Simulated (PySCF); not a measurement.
Frequency calculation of AsH2O3

The run: frequency calculation of AsH2O3, multiplicity 2. Method and program: UKS-based PBE0, As def2-TZVP, O def2-TZVP, H def2-TZVP; non-relativistic Hamiltonian; density fitting (PySCF 2.14.0).

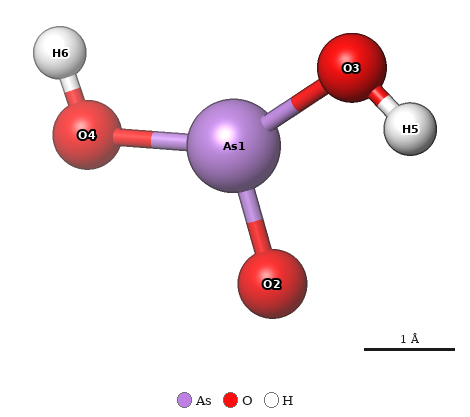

The structure as given in the input (ball-and-stick view, seen at a tilt; atoms are numbered from 1 in the order of the input).

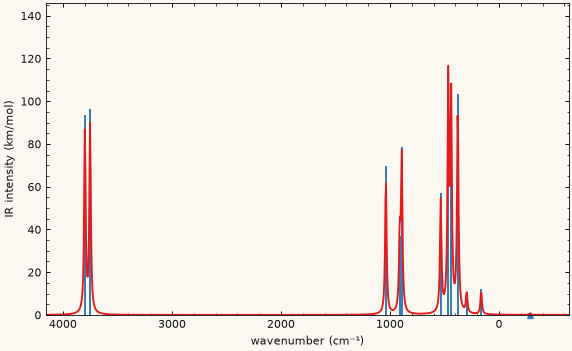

Harmonic infrared spectrum, unscaled: sticks (degenerate modes added up, dark ones marked on the axis) with a Lorentzian envelope of 16 cm⁻¹ full width, scaled to the tallest stick; imaginary modes are drawn at negative wavenumbers. 12 modes from 281i to 3799 cm⁻¹, 1 imaginary beyond 8i (281i cm⁻¹): a first-order saddle point, if the geometry is stationary. The strongest line is at 465 cm⁻¹ (117 km/mol). All modes, in cm⁻¹ (km/mol): 281i (0.6), 164 (12.0), 296 (10.5), 378 (103), 439 (107), 465 (117), 534 (57), 892 (78), 911 (37), 1038 (70), 3751 (97), 3799 (94).

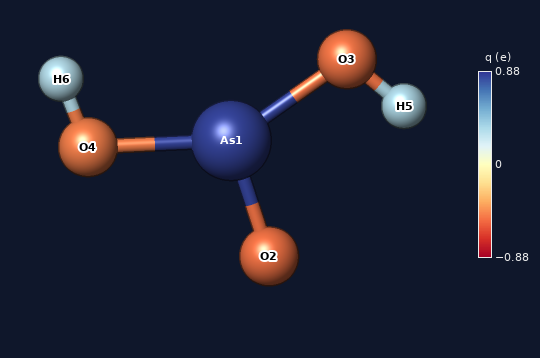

Mulliken charges, as the colour of each atom (ball-and-stick view, seen at a tilt; atoms are numbered from 1 in the order of the input; Mulliken charges depend strongly on the basis). By element: As +0.84, O −0.50 to −0.47 and H +0.31 to +0.33 e.

These pictures come from the run below.

**The input**
```python
from pyscf import gto, scf, dft
mol = gto.M(atom='''
As    -0.061145    -0.002066     0.000000
O      1.541544     0.085507     0.000000
O     -0.686750     1.721755     0.000000
O     -0.477279    -1.818856     0.000000
H      0.107807     2.279838     0.000000
H     -1.438818    -1.928642     0.000000''',
    basis={'As': 'def2-TZVP', 'O': 'def2-TZVP', 'H': 'def2-TZVP'},
    charge=0, spin=1)
mf = dft.UKS(mol, xc='PBE0')
mf.grids.atom_grid = (75, 302)
aux = {'As': 'def2-universal-JKFIT', 'O': 'def2-universal-JKFIT', 'H': 'def2-universal-JKFIT'}
mf = mf.density_fit(auxbasis=aux)
mf.conv_tol = 1e-09
mf.diis_space = 10
mf.max_cycle = 60
mf.verbose = 4
mf.kernel()
```

The script is an equivalent of the set-up of the self-consistent field. The run itself was carried out by a driver, which started from the orbitals of the step before it where there was one and computed the further properties.

Launch command:
```bash
OMP_NUM_THREADS=4 python axn.py task.json out
```

**Output**
```
init E= -2462.27883131007
  alpha nocc = 30  HOMO = -0.263543710372772  LUMO = -0.0825236046793094
  beta  nocc = 29  HOMO = -0.324126627385567  LUMO = -0.138001340207609
  HOMO = -0.263543710373  LUMO = -0.138001340208  gap/eV = 3.41618
cycle= 1 E= -2462.27883131  delta_E= 6.91e-11  |g|= 1.67e-05  |ddm|= 1.42e-05
  alpha nocc = 30  HOMO = -0.263543580814058  LUMO = -0.082523845942454
  beta  nocc = 29  HOMO = -0.324132004668121  LUMO = -0.138000947997853
  HOMO = -0.263543580814  LUMO = -0.138000947998  gap/eV = 3.41619
cycle= 2 E= -2462.27883130959  delta_E= 4.14e-10  |g|= 3.69e-05  |ddm|= 3.05e-05
  alpha nocc = 30  HOMO = -0.263543887610759  LUMO = -0.0825236132786955
  beta  nocc = 29  HOMO = -0.32412797002053  LUMO = -0.138001438187153
  HOMO = -0.263543887611  LUMO = -0.138001438187  gap/eV = 3.41618
cycle= 3 E= -2462.2788313101  delta_E= -5.05e-10  |g|= 3.77e-06  |ddm|= 2.14e-05
  alpha nocc = 30  HOMO = -0.263543728663201  LUMO = -0.0825236557452342
  beta  nocc = 29  HOMO = -0.324128253639084  LUMO = -0.138001263655539
  HOMO = -0.263543728663  LUMO = -0.138001263656  gap/eV = 3.41618
cycle= 4 E= -2462.27883131011  delta_E= -1.32e-11  |g|= 4.64e-07  |ddm|= 2.12e-06
  alpha nocc = 30  HOMO = -0.263543740236045  LUMO = -0.0825236503191249
  beta  nocc = 29  HOMO = -0.324128069803052  LUMO = -0.138001267347512
  HOMO = -0.263543740236  LUMO = -0.138001267348  gap/eV = 3.41618
Extra cycle  E= -2462.2788313101  delta_E= 5e-12  |g|= 1.1e-06  |ddm|= 9.68e-07
converged SCF energy = -2462.2788313101  <S^2> = 0.76043245  2S+1 = 2.0104054
```

**Key numbers**

| quantity | value |
| --- | --- |
| outcome | converged |
| total energy | −2462.278831 hartree |
| ⟨S²⟩ | 0.760 |
| zero-point energy | 0.028860 hartree |
| dipole moment | 2.90 D |
| wavenumbers, lowest and highest | 281i and 3799 cm⁻¹ |
| hardware | 4 threads of Arm Neoverse V1, 24 GiB of memory available, shared host |
| wall time | 3.6 min (CPU time 12 min) |
| peak memory | 2 GiB |
